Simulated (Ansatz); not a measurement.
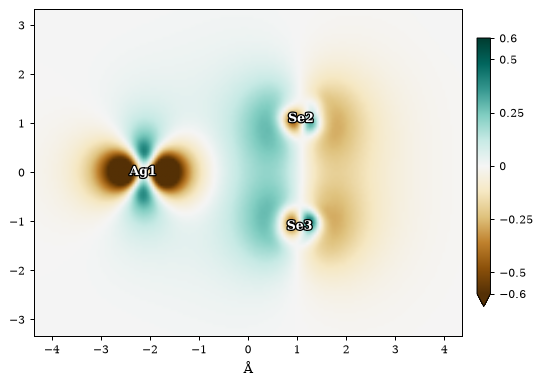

Figure 1: Ag···Se2 (quartet). The HOMO (β) on the molecular plane (values in Å⁻³ᐟ²; the overall sign is arbitrary).

Geometry: B3LYP-D4/def2-TZVP; core potentials replace the inner electrons of Ag.

Level of theory: UKS PBE0-D4/def2-TZVP in Ansatz 0.2.0.

Describe this orbital and give its energy.

Answer. It lies mainly on Ag1 (about 50 %), Se2 (about 25 %) and Se3 (about 25 %). Its energy is −8.32 eV.
